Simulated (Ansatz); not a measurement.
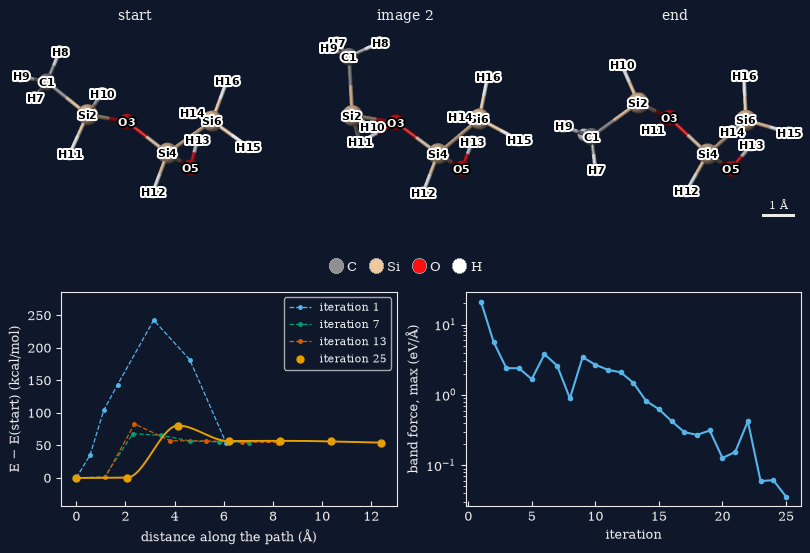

NEB run on CH10O2Si3. Images are numbered from 0 (start) to 6 (end). The plot follows the band through its iterations. Style: ball-and-stick. Shown from a free direction.

All numbers below come from RKS PBE0/STO-3G in Ansatz 0.2.0. Set-up: 5 movable images; climbing image; force threshold 0.05 eV/Å; iteration limit 60; starting path through a guess of the saddle point.

**Did the band converge, and can the barrier be trusted?**

The run is converged, with reservations. The band converged in 25 iterations. The largest component of the band force went from 21 to 0.036 eV/Å. The climbing image converged on the top of the path. Its vibrational analysis gives 2 imaginary modes over 30i cm⁻¹, so it isn't confirmed as a transition state. The first iteration put the highest image at 242.6 kcal/mol. The highest point, image 2, lies 80.5 kcal/mol above the start and 26.1 kcal/mol above the end; the end is at +54.5 kcal/mol relative to the start.

Limits of the set-up: STO-3G is a minimal basis, so the numbers are rough.

Cost: 11 min on 1 thread of Intel(R) Xeon(R) Processor @ 2.70GHz (shared host), peak memory 0.16 GiB.
